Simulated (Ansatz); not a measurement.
**Lattice dynamics of BeMoS3 (built on the sites of a database entry of BaMoO3)**

How does BeMoS3 (built on the sites of a database entry of BaMoO3) vibrate, and is this structure a minimum?

Program: Ansatz 0.2.0. Level of theory: DFT PBEsol, scalar-relativistic, plane waves, PAW. Results are calculated unless marked as measured.

The structure was built from a prototype and need not be the compound's stable phase.

## 1. The starting structure

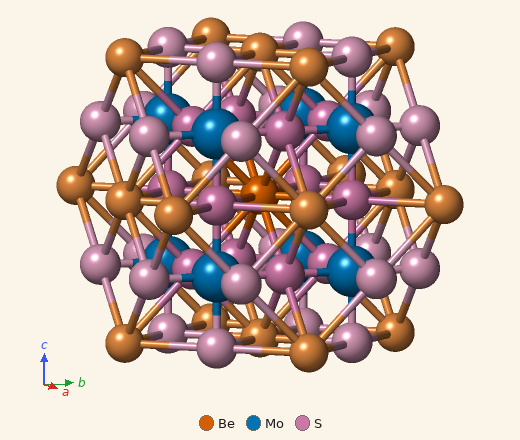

Start, viewed slightly off an axis; beryllium orange, molybdenum blue, sulfur pink. Some periodic images of atoms are drawn too.

As a file:

```cif
data_structure
_symmetry_space_group_name_H-M 'P 1'
_symmetry_Int_Tables_number 1
_cell_length_a 3.4588
_cell_length_b 3.4588
_cell_length_c 3.4588
_cell_angle_alpha 90.000
_cell_angle_beta 90.000
_cell_angle_gamma 90.000
_cell_volume 41.38
loop_
_atom_site_label
_atom_site_type_symbol
_atom_site_fract_x
_atom_site_fract_y
_atom_site_fract_z
_atom_site_occupancy
Be1 Be 0.50000 0.50000 0.50000 1
Mo2 Mo 0.00000 0.00000 0.00000 1
S3 S 0.00000 0.50000 0.00000 1
S4 S 0.00000 0.00000 0.50000 1
S5 S 0.50000 0.00000 0.00000 1
```

## 2. Coarse relaxation

A rough relaxation comes first, because large forces or stress need no tight tolerances yet.

Input file input.yaml:

```yaml
crystal:
  lattice:
    - [3.45881, 0.0, 0.0]
    - [0.0, 3.45881, 0.0]
    - [0.0, 0.0, 3.45881]
  atoms:
    - { symbol: Be, position: [0.5, 0.5, 0.5] }
    - { symbol: Mo, position: [0.0, 0.0, 0.0] }
    - { symbol: S, position: [0.0, 0.5, 0.0] }
    - { symbol: S, position: [0.0, 0.0, 0.5] }
    - { symbol: S, position: [0.5, 0.0, 0.0] }
kpoints:
  mp_grid: { grid: [6, 6, 6] }
hamiltonian:
  xc: pbesol
scf:
  occupations: { method: gaussian, width: 0.1 }
output:
  forces: true
  stress: true
  eigenvalues: true
relax:
  adjacent_minimum: "off"
  f_tol: 0.05
  max_steps: 80
  cell: { stress_tol: 0.5 }
```

The run is started by

```sh
$ ansatz run input.yaml --threads 8 --pin off --max-ram 14336MiB --backend cpu --events-out ev --progress --plain --runs-dir out
```

Numbers of over 12 decimals in the logs are rounded to 6 here.

What it wrote:

```text
The last accepted step is kept in <dir> (removed where the run ends without a failure and the disk answers)
Engine: ansatz 0.2.0, x86_64-unknown-linux-gnu
Pseudopotentials: kind: paw
Pseudopotential: Be, paw, valence charge 2, recommended cutoff 420 eV (normal), Be.paw.azcp
Pseudopotential: Mo, paw, valence charge 14, recommended cutoff 420 eV (normal), Mo.paw.azcp
[...]
F+E_penalty+E_count = -7640.30050818 eV   max|allowed force component| = 9.401e-31 eV/Å   (the final SCF, on the basis selected at the relaxed cell)
  cell:  # Å, volume = 98.7247 Å³
    - [4.621774, 0, 0]
    - [0, 4.621774, 0]
    - [0, 0, 4.621774]
  atoms:
    - { symbol: Be, position: [0.5, 0.5, 0.5] }
    - { symbol: Mo, position: [0, 0, 0] }
    - { symbol: S, position: [0, 0.5, 0] }
    - { symbol: S, position: [0, 0, 0.5] }
    - { symbol: S, position: [0.5, 0, 0] }
[key lines of the parts left out:]
SCF converged after 6 iterations
Free energy (F): -7640.300508 eV
Fermi energy:    7.021100 eV
P = ⅓ Tr σ = -0.0453 GPa (-0.453 kbar)
```

Wall time 4.8 s (8 threads of Intel Xeon Platinum 8559C (Emerald Rapids), shared host); peak memory 0.54 GiB; 25 s of CPU time.

Step by step:

```
step  energy less that of the first step (eV)  largest force component (eV/Å)  pressure (GPa)  volume (Å³)
   1                                   0.0000                          0.0000          428.17        41.38
   2                                 -14.0238                          0.0000          290.90        47.73
   3                                 -24.3052                          0.0000          188.84        54.70
   4                                 -31.4584                          0.0000          117.02        62.32
   5                                 -36.0731                          0.0000           65.05        70.61
   6                                 -38.6341                          0.0000           28.90        79.61
   7                                 -39.5684                          0.0000            3.03        89.60
   8                                 -39.5821                          0.0000           -0.14        91.18
  9*                                 -40.5158                          0.0000            9.47        91.18
  10                                 -40.7047                          0.0000            2.50        96.39
  11                                 -40.7218                          0.0000           -0.03        98.72
 12*                                 -40.7225                          0.0000           -0.05        98.72
```

Relaxation steps marked * repeat the geometry before them on a plane-wave basis chosen anew for their cell, so energy and pressure can jump there.

The run keeps the 48 symmetry operations that it works with, so distortions that break them were not tested.

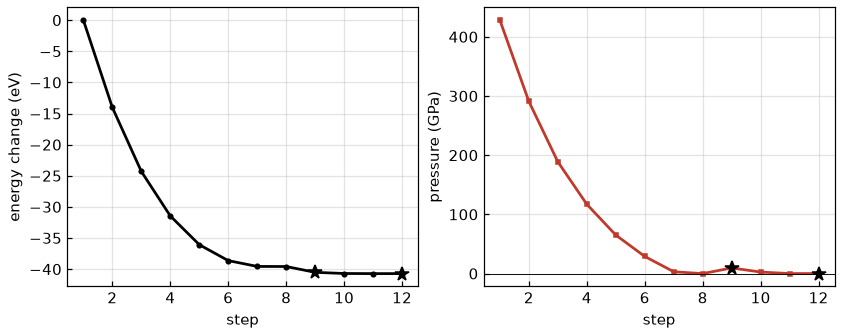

Energy and pressure along the relaxation. Stars mark steps on a basis chosen anew.

```
     cell as run  before  after    change
           a (Å)   3.459  4.622   +33.6 %
           b (Å)   3.459  4.622   +33.6 %
           c (Å)   3.459  4.622   +33.6 %
volume (Å³/atom)    8.28  19.74  +138.6 %
```

Numbers from this step:

| Property | Result |
| --- | --- |
| pressure | -0.04534 GPa |
| volume per atom | 19.74 Å³ |
| gap on the k-mesh | 0 eV |

In this step the volume went from 8.28 to 19.74 Å³/atom.

## 3. Relaxation

Harmonic phonons are second derivatives at a point where the forces vanish, and they are wanted at zero stress, so atoms and cell are relaxed first.

input.yaml, the sections that differ from step 2:

```yaml
crystal:
  lattice:
    - [4.621773643, 0.0, 0.0]
    - [0.0, 4.621773643, 0.0]
    - [0.0, 0.0, 4.621773643]
  atoms:
    - { symbol: Be, position: [0.5, 0.5, 0.5] }
    - { symbol: Mo, position: [0.0, 0.0, 0.0] }
    - { symbol: S, position: [0.0, 0.5, 0.0] }
    - { symbol: S, position: [0.0, 0.0, 0.5] }
    - { symbol: S, position: [0.5, 0.0, 0.0] }
relax:
  adjacent_minimum: "off"
  f_tol: 0.005
  max_steps: 80
  cell: { stress_tol: 0.05 }
# kpoints, hamiltonian, scf, output: as in step 2
```

What it wrote:

```text
[...]
Crystal: 5 atoms, lattice volume = 98.725 Å³
Basis set: ecut = 420 eV, 1935 PW (Γ), exchange–correlation on 64×64×64 points (8 copies of the dense FFT grid, shifted against one another)
Bands: 22, of which v1, the nominal top of the filled ones, is band 17 counted from 1 (16 counted from 0)
Symmetry: 48 space group operations
[...]
k-points: 20 of 216
[...]
--- Relaxed structure (1 steps of the walk, 1 accepted, 1 SCFs on fresh bases) ---
[...]
cell:  # Å, volume = 98.7247 Å³
    - [4.621773643, 0.0, 0.0]
    - [0.0, 4.621773643, 0.0]
    - [0.0, 0.0, 4.621773643]
  atoms:
    - { symbol: Be, position: [0.5, 0.5, 0.5] }
    - { symbol: Mo, position: [0.0, 0.0, 0.0] }
    - { symbol: S, position: [0.0, 0.5, 0.0] }
    - { symbol: S, position: [0.0, 0.0, 0.5] }
    - { symbol: S, position: [0.5, 0.0, 0.0] }
[key lines of the parts left out:]
SCF converged after 6 iterations
Free energy (F): -7640.300508 eV
Fermi energy:    7.021100 eV
P = ⅓ Tr σ = -0.0453 GPa (-0.453 kbar)
```

Wall time 1.2 s (8 threads); peak memory 0.53 GiB; 6.1 s of CPU time.

Little changed from the start: no atom moved by 0.005 Å and no cell edge by 0.1 %.

Numbers from this step:

```yaml
pressure: -0.04533 GPa
```

In this step the volume went from 19.74 to 19.74 Å³/atom.

## 4. Relaxing to small forces for the phonons

Phonons need a cell at rest on their own settings, so the relaxation is repeated with tight tolerances on forces and stress, using the mesh and the filling of the phonon run that follows.

Edit input.yaml of step 3 so:

```diff
@@ -16,3 +16,3 @@
 scf:
-  occupations: { method: gaussian, width: 0.1 }
+  occupations: { method: methfessel_paxton, width: 0.15 }
 output:
@@ -23,4 +23,4 @@
   adjacent_minimum: "off"
-  f_tol: 0.005
-  max_steps: 80
-  cell: { stress_tol: 0.05 }
+  f_tol: 0.001
+  max_steps: 60
+  cell: { stress_tol: 0.01 }
```

What it wrote:

```text
[...]
Crystal: 5 atoms, lattice volume = 98.725 Å³
Basis set: ecut = 420 eV, 1935 PW (Γ), exchange–correlation on 64×64×64 points (8 copies of the dense FFT grid, shifted against one another)
Bands: 22, of which v1, the nominal top of the filled ones, is band 17 counted from 1 (16 counted from 0)
Symmetry: 48 space group operations
[...]
k-points: 20 of 216
[...]
--- Relaxed structure (2 steps of the walk, 2 accepted, 1 SCFs on fresh bases) ---
[...]
cell:  # Å, volume = 98.6552 Å³
    - [4.620689, 0.0, 0]
    - [0.0, 4.620689, 0.0]
    - [0, 0.0, 4.620689]
  atoms:
    - { symbol: Be, position: [0.5, 0.5, 0.5] }
    - { symbol: Mo, position: [0, 0, 0] }
    - { symbol: S, position: [0, 0.5, 0] }
    - { symbol: S, position: [0, 0, 0.5] }
    - { symbol: S, position: [0.5, 0, 0] }
[key lines of the parts left out:]
SCF converged after 5 iterations
Free energy (F): -7640.290082 eV
Fermi energy:    7.026543 eV
P = ⅓ Tr σ = 0.0067 GPa (0.067 kbar)
```

It took 1.6 s on 8 threads; peak memory 0.54 GiB; 8.4 s of CPU time.

Little changed from the start: no atom moved by 0.005 Å and no cell edge by 0.1 %.

Numbers from this step:

```
pressure        : 0.006721 GPa
volume per atom : 19.73 Å³
```

The forces vanish by symmetry and the pressure is 0.007 GPa, within the tolerances set. The cell now holds 19.73 Å³/atom.

## 5. Linear response at the zone centre

The zone centre comes first: it holds the modes that light can see, as far as symmetry allows. No field response is asked, since the mesh shows no gap.

input.yaml, the sections that differ from step 4:

```yaml
crystal:
  lattice:
    - [4.6206887221, 0.0, 0.0]
    - [0.0, 4.6206887221, 0.0]
    - [0.0, 0.0, 4.6206887221]
  atoms:
    - { symbol: Be, position: [0.5, 0.5, 0.5] }
    - { symbol: Mo, position: [0.0, 0.0, 0.0] }
    - { symbol: S, position: [0.0, 0.5, 0.0] }
    - { symbol: S, position: [0.0, 0.0, 0.5] }
    - { symbol: S, position: [0.5, 0.0, 0.0] }
output:
  eigenvalues: true
phonons:
  method: dfpt
# kpoints, hamiltonian, scf: as in step 4
# relax: removed
```

What it wrote:

```text
zone centre: on kpoints.mp_grid the ground state, and the responses unless they are solved on pairs of k-points, stand on 64 of the mesh's 216 k-points, reduced under 8 symmetry operations, with k and −k counted as one. Each operation leaves every solved displacement unchanged or reverses it
[...]
Crystal: 5 atoms, lattice volume = 98.655 Å³
Basis set: ecut = 420 eV, 1935 PW (Γ), exchange–correlation on 64×64×64 points (8 copies of the dense FFT grid, shifted against one another)
Bands: 22, of which v1, the nominal top of the filled ones, is band 17 counted from 1 (16 counted from 0)
Symmetry: 48 space group operations
k-points: 64 of 216 (irreducible under 8 space group operations)
[...]
SCF iter   1: F=—  HF=-7640.298178 eV  |F-HF|=—  |Δ(HF+E_count)|=         —  Δρ=4.25e-3  dr2=4.45e-2  ethr=1.77e-3  ⟨swp⟩=7.0  Hψ=15364  notcnv=0
automatic band count: the SCF goes on with 27 bands, as 22 were too few: they end inside the smearing window of the response
[...]
SCF iter   2: F=—  HF=-7640.293948 eV  |F-HF|=—  |Δ(HF+E_count)|=   4.23e-3  S|Δr|=    0.00e0  Δρ=2.80e-3  dr2=2.20e-2  ethr=1.31e-4  ⟨swp⟩=1.0  Hψ=2240  notcnv=0
[...]
SCF iter   9: F=-7640.290082 eV  HF=-7640.290082 eV  |F-HF|=9.09e-13  |Δ(HF+E_count)|=  3.91e-11  S|Δr|=    0.00e0  Δρ=3.92e-8  dr2=1.56e-12  ethr=1.00e-12  ⟨swp⟩=8.5  Hψ=9097  notcnv=0
SCF 1 converged in 9 iterations: F = -7640.290082 eV  dr2 = 1.56e-12
[...]
DFPT response loops at Γ: preconditioner auto → Kerker (q_TF=auto, 2.284 Å⁻¹) (partly filled bands, converged f_vac=0.000); β = 1.00, the filter's whole step (`scf.mixing.beta` (0.50) is not read by the response loops under this deck's `scf.mixing.preconditioner`; to damp them name `kerker` or `kerker_dos`, under which they read `scf.mixing.beta`, and type it under 1.00, their step now; both keys bind the ground state too); Broyden in place of MSR1
SCF converged after 9 iterations
[...]
Free energy (F): -7640.290082 eV
[...]
Internal energy: -7640.282163 eV  (E = F + TS)
E sigma→0 (E₀):  -7640.288102 eV
Entropy (-TS):   -0.007919 eV (-1.584 meV/atom)
Fermi energy:    7.026543 eV
[...]
--- Band table (eV; the first three rows and the last of 64) ---
  k-point 0: bands = [... 13 lower, 5.6641, 5.6641, 5.6641, 5.9219, 6.3097, 6.3097, 6.3097, 7.7624, ... 6 higher]
  k-point 1: bands = [... 13 lower, 5.3612, 5.4928, 6.0810, 6.0810, 6.6207, 6.9124, 6.9124, 7.7810, ... 6 higher]
  k-point 2: bands = [... 13 lower, 5.1893, 5.3862, 6.1796, 6.1796, 7.6349, 7.8081, 7.9547, 7.9547, ... 6 higher]
  k-point 63: bands = [... 13 lower, 5.6735, 7.2819, 7.2819, 7.2819, 8.2449, 8.2449, 8.2449, 12.3616, ... 6 higher]
--- Phonons (Γ-DFPT): 4 representative perturbations + reference, on 64 of 216 k-points (Σ response iterations 12) ---
  k mesh reduced under 8 symmetry operations, with k and −k counted as one. Each operation leaves every solved displacement unchanged or reverses it
  ASR residual: 1.422e-4 → 0.000e0 eV/Å²; symmetrization residual: 1.822e-6 eV/Å²
  ASR residual per site (eV/Å²): 1.42e-4 4.93e-5 2.69e-5 2.69e-5 2.69e-5
  Γ frequencies (cm⁻¹): -282.68 -282.68 -282.68 -113.42 -113.42 -113.42 -42.19 -42.19 -42.19 0.00 0.00 0.00 385.14 385.14 385.14
  non-analytic LO–TO correction: not included (Born effective charges unavailable; polar crystals: no LO–TO splitting at Γ)
```

The job ended after 9.3 s (8 threads; peak memory 0.94 GiB; 54 s of CPU time).

In the SCF lines HF is the Harris–Foulkes energy and dr2 the Hartree energy of the density residual, in eV; the loop may stop once dr2 is under the threshold and the program's other checks hold. Hψ counts applications of the Hamiltonian.

This step gave:

```yaml
sum_rule_residual_before_enforcement: 1.42e-4 eV/Å²
point_group: m-3m
highest_optical_mode_at_the_zone_centre_no_lo_to_term: 385.1 cm⁻¹
lowest_optical_zone_centre_mode: -282.7 cm⁻¹
```

Patterns of degenerate modes are one choice out of their space. Modes at Γ, with each element's share of the kinetic energy (negative means imaginary):

```
mode  frequency (cm⁻¹)  symmetry  Be %  Mo %  S %
   1            -282.7       T1u    81     1   18
   2            -282.7       T1u    81     1   18
   3            -282.7       T1u    81     1   18
   4            -113.4       T2u     0     0  100
   5            -113.4       T2u     0     0  100
   6            -113.4       T2u     0     0  100
   7             -42.2       T1u    15    41   44
   8             -42.2       T1u    15    41   44
   9             -42.2       T1u    15    41   44
  10               0.0  acoustic     4    48   48
  11               0.0  acoustic     4    48   48
  12               0.0  acoustic     4    48   48
  13             385.1       T1u     0    10   90
  14             385.1       T1u     0    10   90
  15             385.1       T1u     0    10   90
```

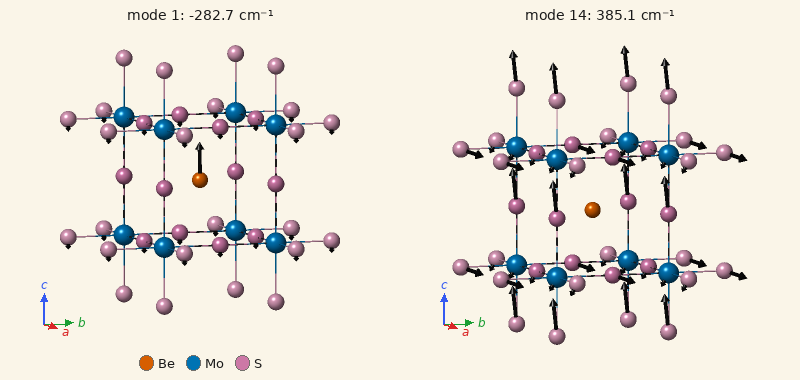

Displacement patterns of modes 1 and 14 at Γ; arrows are exaggerated. Some periodic images of atoms are drawn too.

Before it was imposed, the acoustic sum rule was missed by 1.4e-4 eV/Å². Small misses are needed for a sound result but don't prove that mesh and cutoff are converged. The lowest optical mode is imaginary, 282.7i cm⁻¹, so the energy falls along it.

[end of part 1 of 2]

[Logs are printed without paths, hosts, clocks, repeated set-up lines and the standing remarks that a program may print on its own settings, such as how far it seeks lower states.]

[Hosts, paths, dates, database ids (printed as entryN), source tags and the programs' standing remarks are cut or masked in the printed files.]
